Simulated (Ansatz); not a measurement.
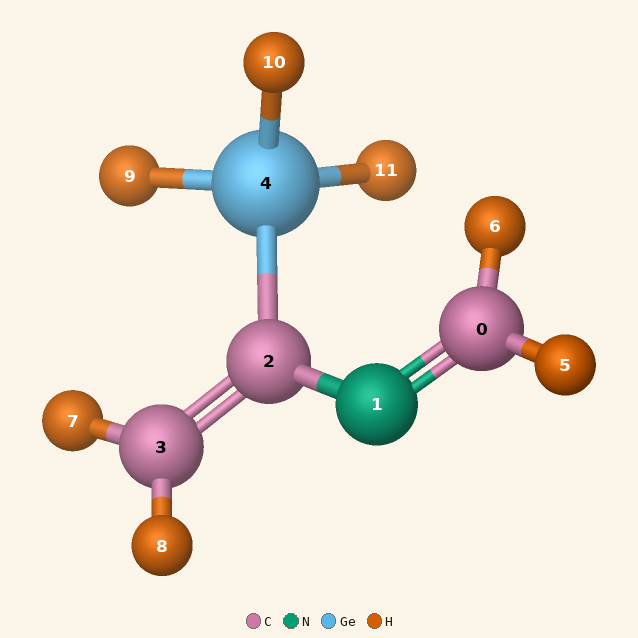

Starting geometry of the run. Atoms are numbered from 0, in the order of the input.

The calculation was set up as follows.

```yaml
crystal:
  periodic: [false, false, false]
  atoms:
    - {symbol: C, position_ang: [-0.527589, 1.993273, -0.046200]}
    - {symbol: N, position_ang: [-1.091565, 0.936962, 0.410563]}
    - {symbol: C, position_ang: [-0.466570, -0.313915, 0.294797]}
    - {symbol: C, position_ang: [-1.114786, -1.389809, 0.805887]}
    - {symbol: Ge, position_ang: [1.305445, -0.582377, -0.573580]}
    - {symbol: H, position_ang: [-1.042907, 2.967346, 0.057864]}
    - {symbol: H, position_ang: [0.469125, 2.004541, -0.552426]}
    - {symbol: H, position_ang: [-0.691634, -2.404032, 0.756477]}
    - {symbol: H, position_ang: [-2.096774, -1.250305, 1.288000]}
    - {symbol: H, position_ang: [1.627801, -2.095002, -0.494995]}
    - {symbol: H, position_ang: [1.283625, -0.139269, -2.061728]}
    - {symbol: H, position_ang: [2.422930, 0.217586, 0.149442]}
basis:
  gaussian: {orbitals: def2-TZVP}
hamiltonian: {xc: pbe0, dispersion: d4}
relax: {f_tol: 0.005, max_steps: 150}
```

Command:

```sh
ansatz run in.yaml --threads 4 --pin off --events-out ev --progress --plain --max-ram 10444MiB
```

What the program printed (its end):

```
mean field -61220.44652954 eV, -2249.8099132516 hartree, gradient 1.0e-5 eV, S^2 0.000000; 1 other end points of the search recorded, 0 dependent functions left out
the calculation of the forces begins
reference -61220.44656179 eV, -2249.8099144366 hartree; 32, 32 occupied and 182, 182 virtual orbitals, 1404 factors
Total energy: -61220.67522093 eV, -2249.8183175052 hartree
Atom 0 at    -0.521985     1.970177    -0.045480 Å, force    -0.001380    -0.003017     0.001007 eV/Å
Atom 1 at    -1.086501     0.934911     0.410399 Å, force     0.000760     0.000879     0.000452 eV/Å
Atom 2 at    -0.460337    -0.312690     0.292113 Å, force     0.000144    -0.001449    -0.000125 eV/Å
Atom 3 at    -1.100580    -1.370206     0.795045 Å, force    -0.000848     0.002129     0.000629 eV/Å
Atom 4 at     1.291256    -0.576444    -0.566745 Å, force     0.001369     0.000969     0.001027 eV/Å
Atom 5 at    -1.022523     2.931071     0.055129 Å, force     0.001587     0.000893    -0.001134 eV/Å
Atom 6 at     0.455651     1.967433    -0.544579 Å, force    -0.000757     0.002013    -0.000266 eV/Å
Atom 7 at    -0.684070    -2.368583     0.744290 Å, force     0.000411    -0.000964    -0.000332 eV/Å
Atom 8 at    -2.067222    -1.240330     1.271841 Å, force    -0.000793    -0.000844    -0.000165 eV/Å
Atom 9 at     1.608455    -2.075964    -0.487325 Å, force    -0.000029    -0.000906    -0.000080 eV/Å
Atom 10 at     1.268635    -0.134229    -2.040868 Å, force    -0.000223     0.000293    -0.000417 eV/Å
Atom 11 at     2.396323     0.219852     0.150279 Å, force    -0.000239     0.000005    -0.000595 eV/Å
Dipole moment:     0.142591     0.049461    -0.080360 e Å
```
